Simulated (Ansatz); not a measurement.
# A computed series for MoTe2: pressure series

The reference is MoTe2 in the 2H-MoS2 type structure (space group P6_3/mmc, No. 194; a = 3.497 Å, c = 13.696 Å; layered, stacked along the Cartesian z axis).

Cell and atoms are relaxed at each pressure.

Level of theory: PBE-D3(BJ) in Ansatz (plane waves to 420 eV, PAW, without spin-orbit coupling).

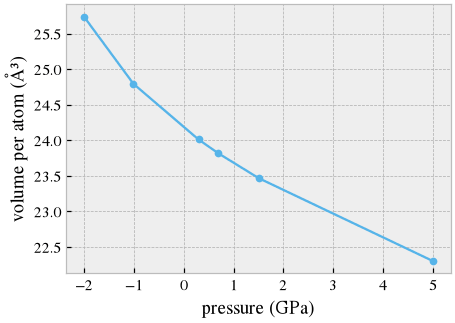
Volume against pressure

**Question.** Estimate the zero-pressure bulk modulus from the plot.

**Answer.** About 43 GPa; a third-order Birch–Murnaghan fit to the points gives V₀ = 24.18 Å³/atom, B₀ = 43 GPa and B₀′ = 9.2.

Load acts through the strain it causes; cell and atoms are relaxed under it. Stability against distortions was not tested. Competing high-pressure phases were not computed. The program warned that a D3 coordination switch lies within reach, so dispersion energies are less smooth here.

Ansatz is an electronic-structure program.
